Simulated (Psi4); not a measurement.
# CH5AlO (AlH2(OMe)): M06-L/aug-cc-pVDZ

Aim: the vertical ionisation energy of CH5AlO (AlH2(OMe)) at M06-L/aug-cc-pVDZ, from 2 runs. 

The calculation is run with Psi4 1.11.

3 further runs of the same task are left out: 3 set aside as unsound or not needed.

**1. The structure to begin with**

CH5AlO: 8 atoms, total charge 0, spin state singlet. As SMILES, `[H][Al]([H])[O]C`. Geometry: a GFN2-xTB relaxation, a rough one for these elements and not checked as a minimum.

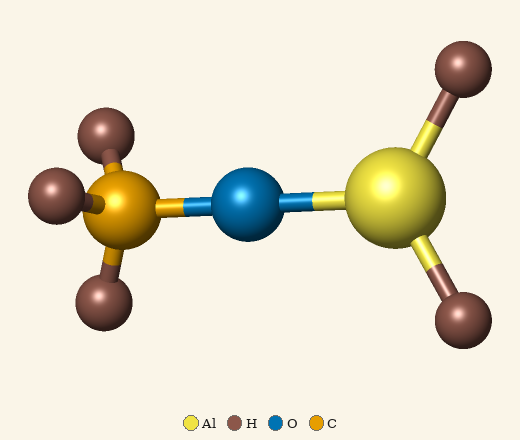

Viewed from a chosen angle; aluminium yellow, hydrogen brown, oxygen blue, carbon amber.

**2. Energy and forces at M06-L/aug-cc-pVDZ**

Contents of input.inp:

```
memory 1600 mb

molecule geom {
  0 1
  Al     0.678800     1.296460     0.820380
  H      2.156100     1.245680     1.226460
  H     -0.185950     2.517190     1.153510
  O      0.014370     0.026590     0.019330
  C     -0.553050    -1.056190    -0.668220
  H     -1.326660    -0.698820    -1.350340
  H     -1.000100    -1.755910     0.041910
  H      0.216490    -1.575000    -1.243030
  symmetry c1
}

set {
  reference rks
  puream true
  e_convergence 1e-09
  d_convergence 1e-08
  scf_type pk
  dft_radial_points 99
  dft_spherical_points 590
}

E, wfn = gradient('m06-l/aug-cc-pVDZ', return_wfn=True)
oeprop(wfn, 'MULLIKEN_CHARGES', 'QUADRUPOLE', 'LOWDIN_CHARGES', title='M06-L')
```

Started as:

```sh
psi4 -i input.inp -o input.out -n 1
```

input.out:

```text
[...]
  Running in c1 symmetry.
[...]
  Nuclear repulsion =  101.329557417419707
[...]
  Multiplicity = 1
[...]
  Nalpha       = 16
  Nbeta        = 16
[...]
    Number of basis functions: 118
[...]
   @RKS iter   1:  -358.41860836019089   -4.03481e-01   7.34797e-03 ADIIS/DIIS
[...]
   @RKS iter  12:  -358.76720164767568   -1.87583e-12   3.38376e-09 DIIS
[...]
    Orbital Energies [Eh]
    ---------------------
    Doubly Occupied:
       1A    -55.765974     2A    -18.955728     3A    -10.104900
       4A     -4.097551     5A     -2.608927     6A     -2.602758
       7A     -2.599296     8A     -0.967278     9A     -0.645033
      10A     -0.451138    11A     -0.405565    12A     -0.404169
      13A     -0.341816    14A     -0.283005    15A     -0.256590
      16A     -0.233303
[...]
  @RKS Final Energy:  -358.76720164767568
   => Energetics <=
    Nuclear Repulsion Energy =            101.3295574174197071
    One-Electron Energy =                -696.5588711857567432
    Two-Electron Energy =                 271.0856424621552492
    DFT Exchange-Correlation Energy =     -34.6235303414938329
    Empirical Dispersion Energy =           0.0000000000000000
    VV10 Nonlocal Energy =                  0.0000000000000000
    Total Energy =                       -358.7672016476756767
[...]
  -Total Gradient:
     Atom            X                  Y                   Z
    ------   -----------------  -----------------  -----------------
       1       -0.006178822175    -0.011623696157    -0.007299182230
       2       -0.012933433731     0.002025246255    -0.002778410261
       3        0.008909428578    -0.009887421548    -0.002123591898
       4        0.015310843592     0.028939435864     0.017284825073
       5       -0.009507321394    -0.017726914155    -0.010683147661
       6        0.004564247957     0.000404607937     0.003848709037
       7        0.002207477591     0.003683485138    -0.001525221825
       8       -0.002264663875     0.004374683939     0.003389320689
[...]
 Multipole Moments:
 ------------------------------------------------------------------------------------
     Multipole            Electronic (a.u.)      Nuclear  (a.u.)        Total (a.u.)
 ------------------------------------------------------------------------------------
 L = 1.  Multiply by 2.5417464519 to convert [e a0] to [Debye]
 Dipole X            :          1.3380795           -1.4989629           -0.1608834
 Dipole Y            :          2.5574457           -2.8614675           -0.3040218
 Dipole Z            :          1.6290284           -1.8155793           -0.1865509
 Magnitude           :                                                    0.3912978
 L = 2.  Multiply by 1.3450342976 to convert [e a0^2] to [Debye ang]
 Quadrupole XX       :        -72.2170355           51.4167989          -20.8002366
 Quadrupole XY       :        -62.2305322           63.3997320            1.1691998
[...]
  Mulliken Charges: (a.u.)
   Center  Symbol    Alpha    Beta     Spin     Total
       1    AL     6.07424  6.07424  0.00000  0.85153
       2     H     0.58092  0.58092  0.00000 -0.16184
       3     H     0.58089  0.58089  0.00000 -0.16178
       4     O     4.37755  4.37755  0.00000 -0.75510
       5     C     2.59379  2.59379  0.00000  0.81242
       6     H     0.59944  0.59944  0.00000 -0.19888
       7     H     0.59308  0.59308  0.00000 -0.18616
       8     H     0.60009  0.60009  0.00000 -0.20018
   Total alpha = 16.00000, Total beta = 16.00000, Total charge = -0.00000
[...]
```

It took 55 s on 1 thread of INTEL XEON PLATINUM 8581C at 2.30GHz (Emerald Rapids), shared host; peak memory 0.8 GiB.

**3. The doublet cation, same level**

Contents of job.json:

```json
{
  "schema_name": "qcschema_input",
  "schema_version": 1,
  "molecule": {
    "schema_name": "qcschema_molecule",
    "schema_version": 2,
    "symbols": ["Al", "H", "H", "O", "C", "H", "H", "H"],
    "geometry": [1.28274609, 2.44995433, 1.55029352, 4.0744385, 2.35399404, 2.3176735, -0.35139457, 4.7567997, 2.17981798, 0.02715536, 0.05024782, 0.03652841, -1.04511303, -1.99590984, -1.26275279, -2.50702406, -1.32057841, -2.55177278, -1.8899151, -3.318189, 0.07919842, 0.40910681, -2.97631865, -2.34898626],
    "molecular_charge": 1,
    "molecular_multiplicity": 2,
    "fix_symmetry": "c1"
  },
  "driver": "gradient",
  "model": {
    "method": "m06-l",
    "basis": "aug-cc-pVDZ"
  },
  "keywords": {
    "reference": "uks",
    "puream": true,
    "e_convergence": 1e-09,
    "d_convergence": 1e-08,
    "scf_type": "pk",
    "dft_radial_points": 99,
    "dft_spherical_points": 590,
    "maxiter": 200
  }
}
```

Started as:

```sh
psi4 --qcschema job.json -n 1 --memory 1600MB
```

stdout, shortened:

```text
[...]
  Running in c1 symmetry.
[...]
  Nuclear repulsion =  101.329557473050784
[...]
  Multiplicity = 2
[...]
  Nalpha       = 16
  Nbeta        = 15
[...]
    Number of basis functions: 118
[...]
   @UKS iter   1:  -358.05445528376475   -3.93276e-02   7.15020e-03 ADIIS/DIIS
[...]
   @UKS iter  15:  -358.42023974237679   -2.67164e-12   2.52421e-09 DIIS
[...]
   @S^2 Observed:                7.577540707E-01
[...]
  @UKS Final Energy:  -358.42023974237679
   => Energetics <=
    Nuclear Repulsion Energy =            101.3295574730507838
    One-Electron Energy =                -688.4889559066203901
    Two-Electron Energy =                 263.0285656581511375
    DFT Exchange-Correlation Energy =     -34.2894069669583530
    Empirical Dispersion Energy =           0.0000000000000000
    VV10 Nonlocal Energy =                  0.0000000000000000
    Total Energy =                       -358.4202397423767934
[...]
 Multipole Moments:
 ------------------------------------------------------------------------------------
     Multipole            Electronic (a.u.)      Nuclear  (a.u.)        Total (a.u.)
 ------------------------------------------------------------------------------------
 L = 1.  Multiply by 2.5417464519 to convert [e a0] to [Debye]
 Dipole X            :          1.5469108           -1.4989629            0.0479479
 Dipole Y            :          2.9380464           -2.8614675            0.0765788
 Dipole Z            :          1.8050517           -1.8155793           -0.0105276
 Magnitude           :                                                    0.0909623
[...]
  -Total Gradient:
     Atom            X                  Y                   Z
    ------   -----------------  -----------------  -----------------
       1       -0.013173232626    -0.024980352132    -0.015775427330
       2       -0.016824822886     0.004407454992    -0.002798728814
       3        0.013026775699    -0.011839791729    -0.001891980319
       4        0.022352306327     0.043760599043     0.031801524372
       5        0.000593524440    -0.005258238141    -0.026988305776
       6        0.000982964241    -0.005513131897     0.009222728993
       7       -0.000237729164     0.000544165880    -0.001914866248
       8       -0.006602786634    -0.000912653332     0.008471813169
[...]
```

The result, in JSON:

```text
{
 "driver": "gradient",
 "model": {
  "method": "m06-l",
  "basis": "aug-cc-pVDZ"
 },
 "success": true,
 "return_result": [-0.01317323262596342, -0.024980352131743835, -0.015775427330255117, -0.016824822886193108, 0.004407454991960525, -0.0027987288140488564, 0.013026775698941076, -0.011839791728870966, -0.0018919803188714689, 0.022352306327262567, 0.04376059904296986, 0.03180152437190789, 0.0005935244396531869, -0.005258238140709276, -0.02698830577598932, 0.0009829642407370998, -0.005513131897265204, 0.00922272899308968, -0.00023772916356738782, 0.0005441658798475968, -0.0019148662484263779, -0.006602786634463953, -0.0009126533318854213, 0.008471813169440831],
 "properties": {
  "calcinfo_nbasis": 118,
  "calcinfo_nmo": 118,
  "calcinfo_nalpha": 16,
  "calcinfo_nbeta": 15,
  "calcinfo_natom": 8,
  "nuclear_repulsion_energy": 101.32955747305078,
  "return_energy": -358.4202397423768,
  "return_gradient": [-0.01317323262596342, -0.024980352131743835, -0.015775427330255117, -0.016824822886193108, 0.004407454991960525, -0.0027987288140488564, 0.013026775698941076, -0.011839791728870966, -0.0018919803188714689, 0.022352306327262567, 0.04376059904296986, 0.03180152437190789, 0.0005935244396531869, -0.005258238140709276, -0.02698830577598932, 0.0009829642407370998, -0.005513131897265204, 0.00922272899308968, -0.00023772916356738782, 0.0005441658798475968, -0.0019148662484263779, -0.006602786634463953, -0.0009126533318854213, 0.008471813169440831],
  "scf_one_electron_energy": -688.4889559066204,
  "scf_two_electron_energy": 263.02856565815114,
  "scf_xc_energy": -34.28940696695835,
  "scf_dipole_moment": [0.04794788374846348, 0.07657881796272514, -0.010527642604286624],
  "scf_total_energy": -358.4202397423768,
  "scf_total_gradient": [-0.01317323262596342, -0.024980352131743835, -0.015775427330255117, -0.016824822886193108, 0.004407454991960525, -0.0027987288140488564, 0.013026775698941076, -0.011839791728870966, -0.0018919803188714689, 0.022352306327262567, 0.04376059904296986, 0.03180152437190789, 0.0005935244396531869, -0.005258238140709276, -0.02698830577598932, 0.0009829642407370998, -0.005513131897265204, 0.00922272899308968, -0.00023772916356738782, 0.0005441658798475968, -0.0019148662484263779, -0.006602786634463953, -0.0009126533318854213, 0.008471813169440831],
  "scf_iterations": 15
 }
}
```

It took 88 s on 1 thread of INTEL XEON PLATINUM 8581C at 2.30GHz (Emerald Rapids), shared host; peak memory 0.79 GiB.

**4. Results**

Level: M06-L/aug-cc-pVDZ.

```
                                          quantity          value
                      singlet CH5AlO: total energy  -358.76720 Eh
                     singlet CH5AlO: dipole moment         0.99 D
                       singlet CH5AlO: HOMO energy       -6.35 eV
                       singlet CH5AlO: LUMO energy       -1.02 eV
                     singlet CH5AlO: HOMO–LUMO gap        5.32 eV
          singlet CH5AlO: largest force on an atom     1.904 eV/Å
                      doublet cation: total energy  -358.42024 Eh
doublet cation: HOMO energy (highest over α and β)      -13.65 eV
 doublet cation: LUMO energy (lowest over α and β)      -12.52 eV
                              doublet cation: ⟨S²⟩          0.758
          doublet cation: largest force on an atom     3.010 eV/Å
vertical ionisation energy (to the doublet cation)       9.441 eV
```

The vertical ionisation energy comes to 9.44 eV (911 kJ/mol). The largest force (singlet CH5AlO) is 1.90 eV/Å: the shape isn't a stationary point for this species at this level. −ε(HOMO) before ionisation, 6.35 eV, is 3.09 eV below this ionisation energy.
